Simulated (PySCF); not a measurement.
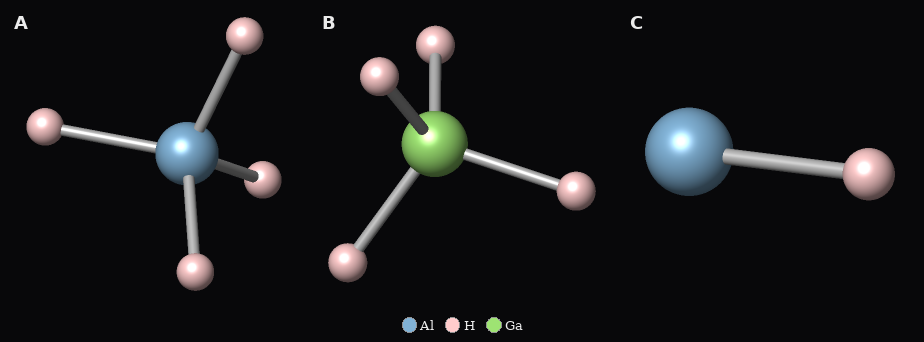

Source: calculation with PySCF.

> Match each picture to its SMILES.
(1) [AlH4-]
(2) [GaH4-]
(3) [AlH]

A is (1), B is (2), C is (3).
